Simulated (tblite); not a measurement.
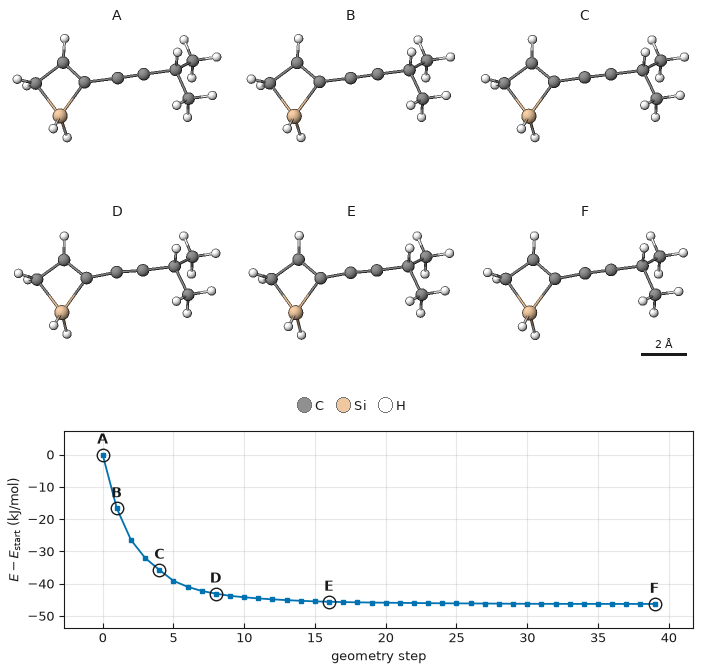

Frames of a relaxation of C8H12Si, marked on the history of the run. The picture is a ball-and-stick view, seen at a tilt.

Theory: GFN2-xTB geometry optimisation, gas phase (tblite 0.8.0). 

What happens along the run?

Answer. The largest move after the best rigid fit is that of an H atom, 0.16 Å. By element the largest moves are H 0.16 Å, C 0.12 Å, Si 0.08 Å. Among the contacts that change: C–C 1.535 → 1.396 Å, C–C 1.550 → 1.504 Å, C–Si 1.863 → 1.902 Å, C–Si 1.892 → 1.928 Å. Among the angles between lasting bonds that change: H–Si–H 117.0° → 111.8°, C–C–C 101.4° → 105.5°, Si–C–H 113.3° → 117.3°. After 39 geometry steps the energy has fallen by 46.3 kJ/mol. The run took 0.3 s on 1 thread of Arm Neoverse V2 (shared host). From step 0 to 1: C atoms move most (0.05 Å), energy −16.7 kJ/mol. From step 1 to 4: a C atom moves most (0.04 Å), energy −19.0 kJ/mol. From step 4 to 8: H atoms move most (0.07 Å), energy −7.38 kJ/mol. From step 8 to 16: H atoms move most (0.06 Å), energy −2.51 kJ/mol. From step 16 to 39: an H atom moves most (0.06 Å), energy −0.67 kJ/mol.

```tsv
step	E − E(0), kJ/mol
0	0.00
1	-16.66
2	-26.45
3	-32.02
4	-35.71
5	-39.11
6	-40.95
7	-42.24
8	-43.08
9	-43.75
10	-44.20
12	-44.84
13	-45.09
15	-45.47
16	-45.60
18	-45.77
19	-45.84
21	-45.93
22	-45.98
24	-46.07
25	-46.09
27	-46.15
28	-46.18
30	-46.22
31	-46.24
33	-46.25
34	-46.26
36	-46.26
37	-46.27
39	-46.27
```
